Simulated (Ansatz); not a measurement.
Consider Al$_{9}$H$_{26}$P$_{10}$ (Al9P10 wurtzite ring sphere) (charge +1).

Input

```
crystal:
  periodic: [false, false, false]
  atoms:
    - {symbol: P, position_ang: [0.557674, -4.040628, -0.205436]}
    - {symbol: Al, position_ang: [0.703512, -4.277947, 2.276023]}
    - {symbol: P, position_ang: [0.688632, -1.785805, -3.523035]}
    - {symbol: Al, position_ang: [-1.139068, -0.657932, -4.705499]}
    - {symbol: Al, position_ang: [0.719077, -1.844280, -1.120456]}
    - {symbol: P, position_ang: [-1.174209, -0.676364, -0.281283]}
    - {symbol: P, position_ang: [0.668875, -1.886624, 2.770112]}
    - {symbol: Al, position_ang: [-1.367297, -0.787949, 2.156321]}
    - {symbol: P, position_ang: [-1.198591, 1.489557, -3.524142]}
    - {symbol: Al, position_ang: [-1.235365, 1.546732, -1.121759]}
    - {symbol: P, position_ang: [-3.214786, 2.512387, -0.207273]}
    - {symbol: P, position_ang: [-1.298530, 1.524852, 2.769438]}
    - {symbol: Al, position_ang: [-3.355791, 2.744381, 2.275148]}
    - {symbol: P, position_ang: [2.562826, -0.663924, -0.253994]}
    - {symbol: Al, position_ang: [2.731263, -0.865695, 2.145958]}
    - {symbol: Al, position_ang: [2.467708, 1.421391, -1.509179]}
    - {symbol: P, position_ang: [0.710384, 2.549624, -0.255190]}
    - {symbol: P, position_ang: [2.494801, 1.440097, 2.850738]}
    - {symbol: Al, position_ang: [0.617728, 2.798795, 2.144523]}
    - {symbol: H, position_ang: [-0.630908, -4.616730, -0.753229]}
    - {symbol: H, position_ang: [1.530573, -4.847228, -0.873769]}
    - {symbol: H, position_ang: [-0.674464, -4.950739, 2.715175]}
    - {symbol: H, position_ang: [2.187797, -4.824171, 2.500111]}
    - {symbol: H, position_ang: [0.626970, -3.153919, -3.943018]}
    - {symbol: H, position_ang: [1.999202, -1.459890, -3.984834]}
    - {symbol: H, position_ang: [-2.421201, -1.396684, -4.089269]}
    - {symbol: H, position_ang: [-0.757757, -0.438061, -6.233776]}
    - {symbol: H, position_ang: [-2.316071, -1.334979, -0.841696]}
    - {symbol: H, position_ang: [0.668581, -1.838954, 4.203550]}
    - {symbol: H, position_ang: [-2.700011, -1.557227, 2.563547]}
    - {symbol: H, position_ang: [-2.412902, 2.122238, -3.944887]}
    - {symbol: H, position_ang: [-0.259160, 2.459712, -3.986032]}
    - {symbol: H, position_ang: [-4.311979, 1.782847, -0.762780]}
    - {symbol: H, position_ang: [-3.414672, 3.763515, -0.869541]}
    - {symbol: H, position_ang: [-1.257676, 1.501456, 4.202909]}
    - {symbol: H, position_ang: [-4.624607, 1.877164, 2.703073]}
    - {symbol: H, position_ang: [-3.096667, 4.303068, 2.509851]}
    - {symbol: H, position_ang: [3.687890, -1.376069, -0.783153]}
    - {symbol: H, position_ang: [4.080978, -1.547745, 2.636052]}
    - {symbol: H, position_ang: [1.702601, 0.980808, -2.871649]}
    - {symbol: H, position_ang: [3.847517, 2.217016, -1.490962]}
    - {symbol: H, position_ang: [0.658758, 3.879992, -0.784748]}
    - {symbol: H, position_ang: [2.533320, 1.462165, 4.280882]}
    - {symbol: H, position_ang: [3.712827, 2.142575, 2.583935]}
    - {symbol: H, position_ang: [0.702239, 4.309163, 2.633231]}
basis:
  gaussian: {orbitals: def2-TZVP, fitting: {mean_field: def2-universal-jkfit}, initial_orbitals: start.molden}
total_charge: 1
hamiltonian: {xc: pbe0, dispersion: d4}
scf: {omitted_lower_state_checks: [starts]}
output: {forces: true, orbitals: {seedname: orbitals}}
```

Launched as:

```sh
ansatz run in.yaml --threads 2 --pin off --events-out ev --progress --plain --max-ram 32768MiB --backend cuda --devices 0, --max-vram 18GiB
```

Geometry: PBE-D4/def2-SVP.

Computed with RKS PBE0-D4/def2-TZVP in Ansatz.

**What can the converged electron density and electron localisation function tell about the bonding?**

P–H (1.43 Å): ρ is about 1.1 e/Å³ halfway; the ELF climbs to about 1 towards the hydrogen, as it does in any bond to H.
Al–P (2.38 Å): ρ is about 0.54 e/Å³ halfway; the ELF peaks at about 1 between the atoms, as expected for a covalent bond.
Al–P (2.44 Å): ρ at the midpoint is about 0.47 e/Å³; the ELF peaks at about 0.95 between the atoms: localised, covalent bonding.
Al–P (2.50 Å): ρ at the midpoint is about 0.43 e/Å³, with its minimum of 0.29 e/Å³ about 0.9 Å from Al; the ELF peaks at about 1 between the atoms (a covalent bond).

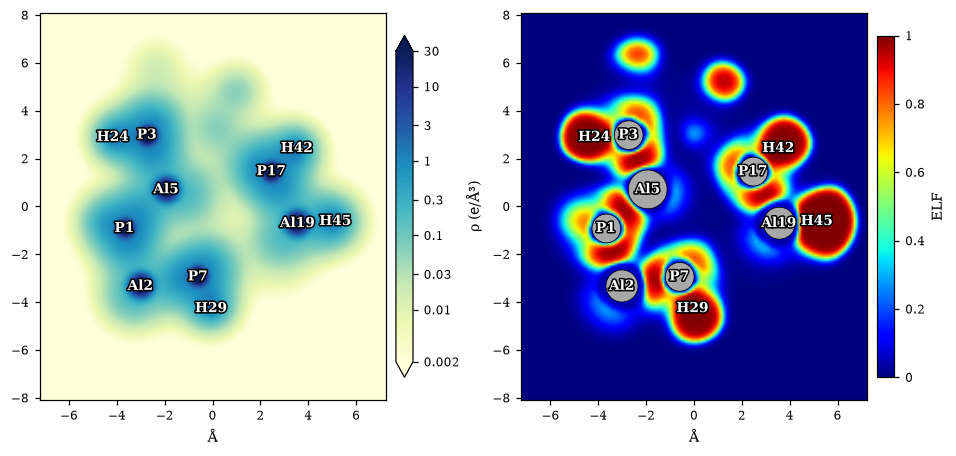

Computed electron density and electron localisation function on the plane of atoms Al2, P7 and H29, in this order. Grey discs cover the atomic cores in the ELF map. 
